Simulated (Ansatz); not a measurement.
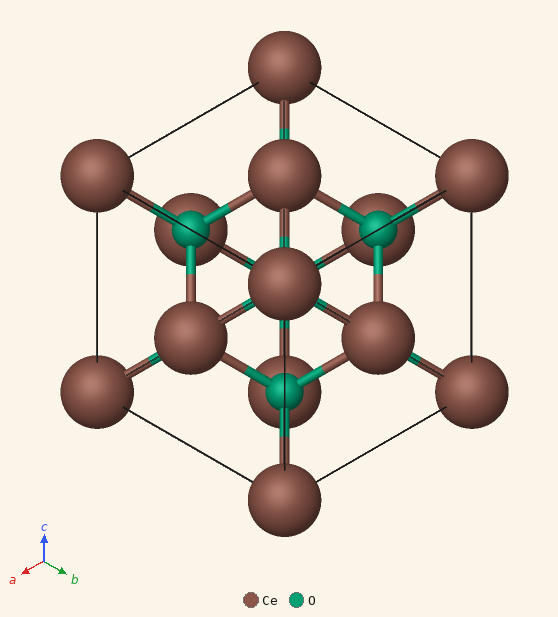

The structure above is drawn in ball-and-stick style and viewed along [111]. The wireframe shows the conventional unit cell.

The cell is given by a = 5.410 Å, b = 5.410 Å, c = 5.410 Å, α = 90.00°, β = 90.00°, γ = 90.00°.

Contacts drawn as bonds: Ce–O up to 2.95 Å (cut-off distances).

The composition is CeO$_{2}$.

What lattice type does the structure have?

Face-centred cubic.

Give the coordination environment of O.

Each O has four Ce in a tetrahedral arrangement at about 2.3 Å.

Is the bonded network molecular, chain-like, layered or three-dimensional?

The bonds build a three-dimensional framework.

Origin of the cell: a structure type known for this compound. Earlier steps of the study may have refined or changed the cell and positions. It went into a calculation with Ansatz.

At this level of theory the cell isn't at rest (compressed, at 6 GPa), so its distances can differ from those at equilibrium, the more so the softer the solid.
